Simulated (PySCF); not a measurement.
# P$_{2}$H$_{3}$F$_{2}$: a changed input and its effect

System: P$_{2}$H$_{3}$F$_{2}$, charge +1.
Method of the first run: GIAO PBE0/pcSseg-1 NMR shielding, non-relativistic, IEF-PCM tetrahydrofuran (PySCF 2.14.0).

The geometry comes from this level: PBE0-D3(BJ)/def2-SVP. Text and figures count atoms from 1; the logs count them from 0 in places.

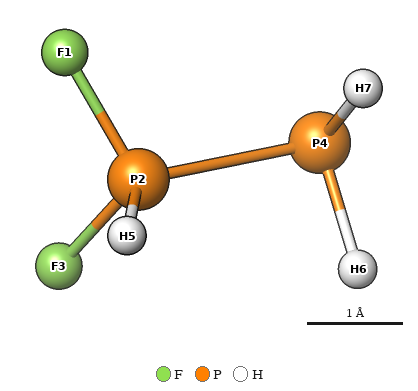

**Figure 1.** The structure (ball-and-stick view, seen at a tilt; atoms are numbered from 1 in the order of the input).

The input, the first run:
```
{"job": {"kind": "nmr", "xc": "PBE0", "basis": "pcSseg-1", "solvent": "tetrahydrofuran", "pop": false}, "charge": 1, "multiplicity": 1}
F     -1.297221     1.399739    -0.493569
P     -0.694680     0.060442    -0.002421
F     -1.523114    -1.064487    -0.670297
P      1.348324    -0.076134    -0.700459
H     -1.046458    -0.006022     1.362297
H      1.526519    -1.215054     0.149389
H      1.721005     0.872560     0.305354
```

The first line tells a small driver script what to run in PySCF; the rest is the geometry in Å.

Launched with:
```bash
OMP_NUM_THREADS=1 python <driver script> task.json out
```

Hardware: 1 CPU thread, shared host.

Output (the first run):
```
coarse grid: 7280 points
cycle   1  E = -883.4074799338  dE =  7.403e-01  |g| = 6.857e-01  |ddm| = 2.413e+00
cycle   2  E = -883.3270128752  dE =  8.047e-02  |g| = 1.026e+00  |ddm| = 1.202e+00
cycle   3  E = -883.4973113207  dE = -1.703e-01  |g| = 7.968e-02  |ddm| = 6.461e-01
cycle   4  E = -883.4982682480  dE = -9.569e-04  |g| = 1.536e-02  |ddm| = 7.591e-02
cycle   5  E = -883.4983178442  dE = -4.960e-05  |g| = 4.683e-03  |ddm| = 2.348e-02
cycle   6  E = -883.4983232781  dE = -5.434e-06  |g| = 6.548e-04  |ddm| = 7.379e-03
final grid: 63176 points
cycle   7  E = -883.5326584536  dE = -1.497e-05  |g| = 2.098e-03  |ddm| = 1.441e-02
cycle   8  E = -883.5326582682  dE =  1.855e-07  |g| = 2.595e-03  |ddm| = 4.012e-03
cycle   9  E = -883.5326593829  dE = -1.115e-06  |g| = 3.750e-04  |ddm| = 1.809e-03
cycle  10  E = -883.5326594043  dE = -2.138e-08  |g| = 5.003e-05  |ddm| = 3.363e-04
cycle  11  E = -883.5326594048  dE = -4.618e-10  |g| = 1.817e-05  |ddm| = 5.991e-05
converged SCF energy = -883.5326594048

GIAO shielding tensors (ppm)
atom      isotropic    diamagn.    paramagn.     s11        s22        s33       span
  0 F      268.143     469.380    -201.237    145.969    284.859    373.601    227.632
  1 P      149.435     962.810    -813.375     72.855    111.127    264.324    191.469
  2 F      268.267     469.364    -201.097    146.111    284.758    373.931    227.821
  3 P      501.752     964.815    -463.063    437.636    466.360    601.261    163.624
  4 H       21.925      25.089      -3.164     18.397     19.181     28.195      9.798
  5 H       26.940      26.980      -0.039     22.361     24.123     34.337     11.975
  6 H       26.941      26.991      -0.050     22.366     24.117     34.341     11.976
```

For the second run the input was changed thus:
```diff
-"solvent": "tetrahydrofuran"
-"pop": false
+"solvent": "chloroform"
+"pop": true
```

How does the second run compare with the first run?

The total energy of the second run is 5.7 kcal/mol higher: the change of the electrostatic solvation energy at this fixed geometry, without cavity or dispersion terms. The HOMO goes from −10.10 to −10.51 eV. The LUMO goes from −2.29 to −2.72 eV. Of all shieldings, the largest change is that of F1 and F3, by −1.1 ppm. The number of SCF iterations is the same.

Output (the second run):
```
coarse grid: 7280 points
cycle   1  E = -883.3970135198  dE =  7.507e-01  |g| = 6.894e-01  |ddm| = 2.413e+00
cycle   2  E = -883.3125289322  dE =  8.448e-02  |g| = 1.039e+00  |ddm| = 1.218e+00
cycle   3  E = -883.4881958471  dE = -1.757e-01  |g| = 7.990e-02  |ddm| = 6.581e-01
cycle   4  E = -883.4891560804  dE = -9.602e-04  |g| = 1.601e-02  |ddm| = 7.682e-02
cycle   5  E = -883.4892099240  dE = -5.384e-05  |g| = 4.902e-03  |ddm| = 2.464e-02
cycle   6  E = -883.4892160158  dE = -6.092e-06  |g| = 6.725e-04  |ddm| = 7.818e-03
final grid: 63176 points
cycle   7  E = -883.5235541428  dE = -1.498e-05  |g| = 2.106e-03  |ddm| = 1.441e-02
cycle   8  E = -883.5235539358  dE =  2.070e-07  |g| = 2.619e-03  |ddm| = 4.019e-03
cycle   9  E = -883.5235550776  dE = -1.142e-06  |g| = 3.761e-04  |ddm| = 1.831e-03
cycle  10  E = -883.5235550991  dE = -2.147e-08  |g| = 5.140e-05  |ddm| = 3.358e-04
cycle  11  E = -883.5235550996  dE = -5.023e-10  |g| = 1.902e-05  |ddm| = 6.259e-05
converged SCF energy = -883.5235550996

GIAO shielding tensors (ppm)
atom      isotropic    diamagn.    paramagn.     s11        s22        s33       span
  0 F      267.067     469.254    -202.187    144.373    283.759    373.071    228.698
  1 P      149.959     962.847    -812.889     72.304    113.465    264.107    191.804
  2 F      267.195     469.238    -202.043    144.517    283.659    373.409    228.892
  3 P      502.460     964.729    -462.269    439.026    467.326    601.026    162.000
  4 H       21.955      25.171      -3.216     18.425     19.226     28.214      9.789
  5 H       26.983      26.973       0.010     22.410     24.172     34.368     11.958
  6 H       26.985      26.985      -0.000     22.415     24.167     34.373     11.958
```

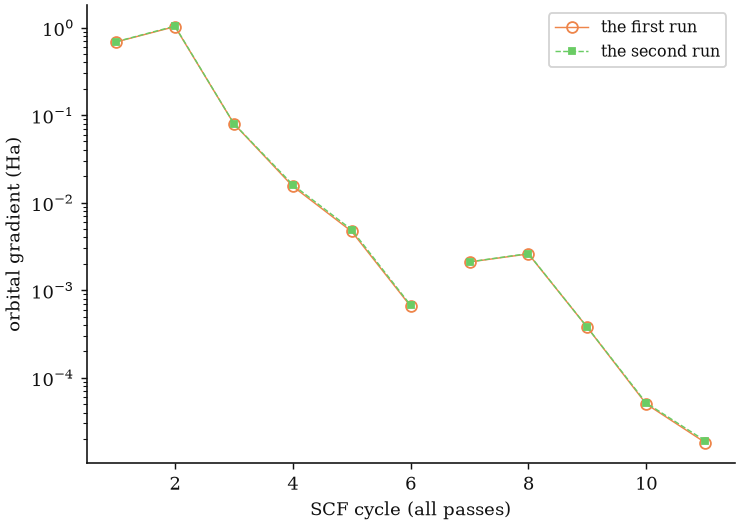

**Figure 2.** Convergence of the two runs: orbital gradient against the SCF cycle. A break in a curve parts two SCF passes (coarse and final grid). The first run takes 11 cycles in all, and the second run takes 11.

The two runs side by side:

```csv
quantity,the first run,the second run
outcome,converged,converged
total energy (hartree),−883.532659,−883.523555
HOMO (eV),−10.10,−10.51
LUMO (eV),−2.29,−2.72
shielding of F1 (ppm),268.1,267.1
shielding of P2 (ppm),149.4,150.0
shielding of F3 (ppm),268.3,267.2
shielding of P4 (ppm),501.8,502.5
shielding of H5 (ppm),21.9,22.0
shielding of H6 (ppm),26.9,27.0
shielding of H7 (ppm),26.9,27.0
SCF iterations,11,11
basis functions,97,97
wall time (shared host),3.8 s,4.7 s
```
